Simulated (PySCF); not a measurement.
# AlH₃, SMILES `[AlH3]`: electronic structure

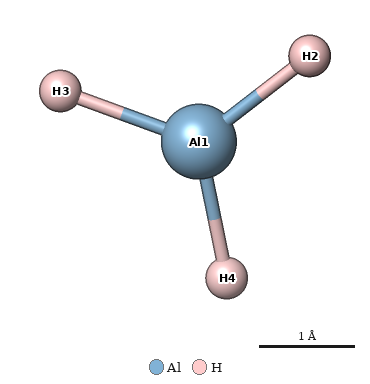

The molecule, with its atoms numbered as below. No frequency check shows the geometry to be a minimum.

Cartesian coordinates (Å):

```
Al1      0.0000    0.0000    0.0000
H2      -1.0577    1.1372    0.0000
H3      -0.4560   -1.4846    0.0000
H4       1.5136    0.3474    0.0000
```

## 1. Bonding charge

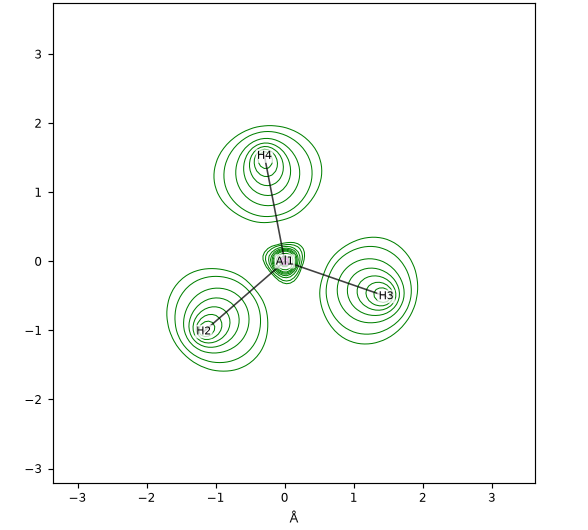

Deformation density (molecule less spherical, spin-averaged free atoms) in the molecular plane; contours at ±0.05 to ±0.8 e/Å³; solid green lines: gain, dashed magenta lines: loss.

Level of theory: PBE/def2-TZVP (PySCF), at a geometry from GFN2-xTB.

Question: Describe the bonding that the map shows.

Answer: Al1–H2, Al1–H3 and Al1–H4: +0.17 e/Å³ at the bond critical point (bond length 1.55 Å, Mayer order 0.9). In all, 1.0 electrons gather in the regions of gain relative to the promolecule.

Question: Where do the Hirshfeld charges lie?

Answer: The highest Hirshfeld charge is on Al1 (+0.48 e), the lowest on H2, H3 and H4 (−0.16 e).

```json
{"atom": "Al1", "charge (e)": "+0.48"}
{"atom": "H2", "charge (e)": "−0.16"}
{"atom": "H3", "charge (e)": "−0.16"}
{"atom": "H4", "charge (e)": "−0.16"}
```

## 2. Bond critical points

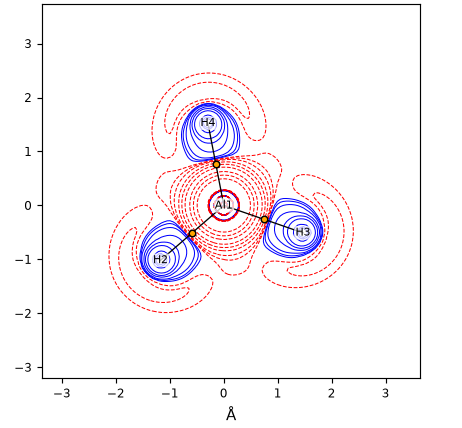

Negative Laplacian of the density (−∇²ρ) in the molecular plane (solid blue lines positive, dashed red lines negative, contours at ±0.02 to ±8 a.u.), with bond paths and bond critical points (dots).

Question: Sort the bonds in the plane by the sign of ∇²ρ at their critical points.

Answer: At none is it concentrated. Depleted (∇²ρ > 0): Al1–H2, Al1–H3 and Al1–H4 (+0.23 a.u., H = −0.029).

## 3. Local ionisation energy

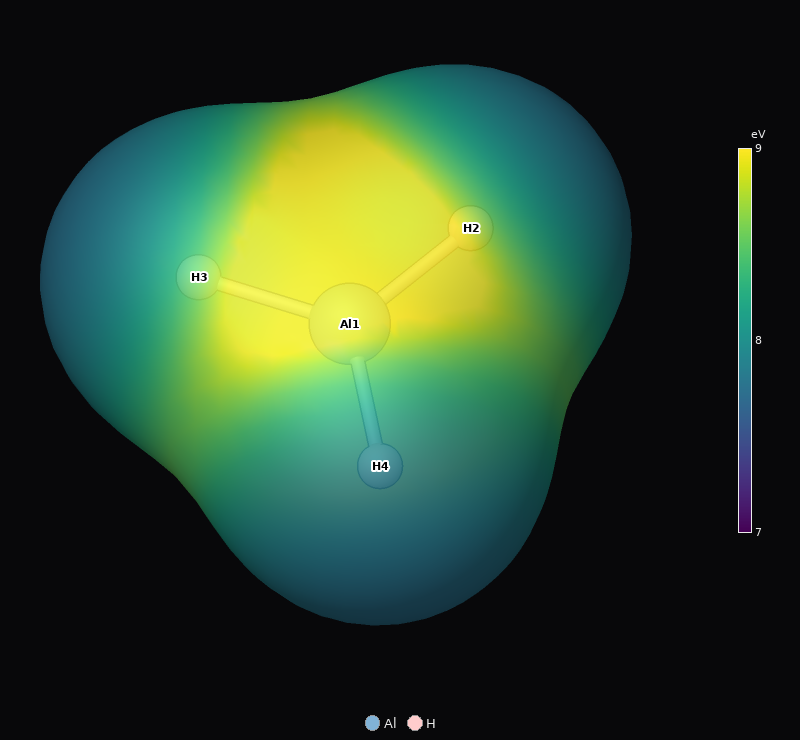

Average local ionisation energy on the surface of electron density 0.001 a.u.

Question: Locate the minima of the map.

Answer: The lowest value is 7.7 eV, 1.5 Å from H4, and at like points elsewhere. For comparison, the highest occupied orbital lies at −7.3 eV.

## 4. In an electric field

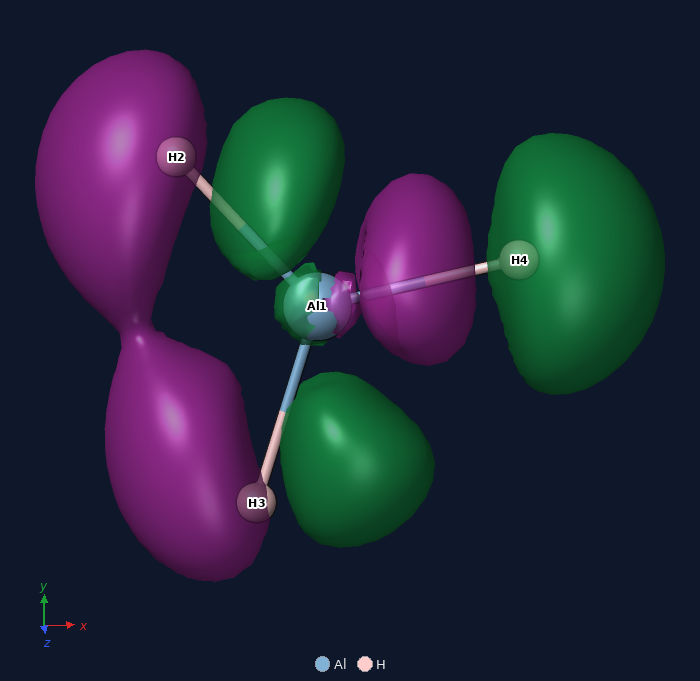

Change of the electron density in a uniform field of 0.21 V/Å, surfaces at ±0.0015 e/Å³ (green: gain, purple: loss).

PySCF calculation, PBE/def2-TZVP, gas phase; geometry: GFN2-xTB. A basis without diffuse functions makes polarisabilities too small.

The field was applied in both directions; the picture shows the one opposite to the script's first.

Question: Along which Cartesian direction does the field point?

Answer: Along −x: electrons gather on the +x side, against the field.

Question: What dipole is induced, and what polarisability does it imply?

Answer: The induced dipole is 0.33 D (along the field); α along this axis, from the fields in both directions, is 32 bohr³ (4.8 Å³).

The PySCF runs shown took 2.2 s and 3.9 s on 1 thread of Arm Neoverse V2, on a shared host.
